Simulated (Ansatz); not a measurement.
Sb (A7 type, space group R-3m)

```xyz
2
Lattice="2.1640 1.2494 3.7814 -2.1640 1.2494 3.7814 0.0000 -2.4987 3.7814" Properties=species:S:1:pos:R:3 pbc="T T T"
Sb     0.0000     0.0000     2.6459
Sb     0.0000     0.0000     8.6984
```

This relaxed cell (volume V₀) is scaled evenly in all directions, its shape held. The atoms relax within the cell's symmetry.

Method: r2SCAN+rVV10 (plane waves to 500 eV, PAW, scalar-relativistic; Ansatz, a first-principles code). k mesh 13×13×13 (Γ-centred), Fermi-Dirac smearing 0.05 eV. The energy includes the smearing's −TS. With the shape held, the modulus is that of even scaling; a crystal free to change shape is softer. Sb was relaxed with its symmetry unable to fall. Spin-orbit coupling is left out, though Sb is heavy. The zero of ΔE is the relaxed starting cell.

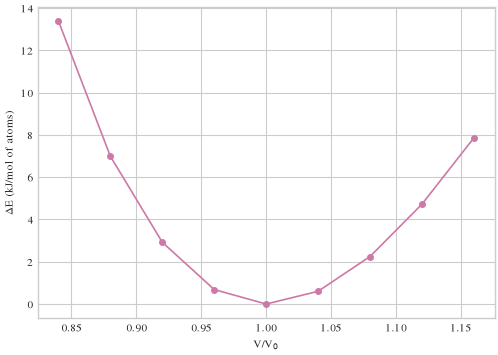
ΔE (kJ/mol of atoms) against V/V₀; computed points joined by lines.

The pressure at the smallest volume comes out as 10.4 GPa, the energy cost of the largest compression comes out as 139 meV/atom and the equilibrium volume of the fit comes out as 30.67 Å³/atom. The pressure for 5 % compression (fit) is 2.4 GPa and the pressure derivative B₀′ (fit) is 4.0.

P = (3B₀/2)(x⁷ − x⁵)[1 + ¾(B₀′ − 4)(x² − 1)] with x = (1/0.95)^(1/3), B₀ = 42.5 GPa and B₀′ = 3.95.

(Under strain, the slope of the energy per volume gives the stress and its curvature an elastic modulus.)
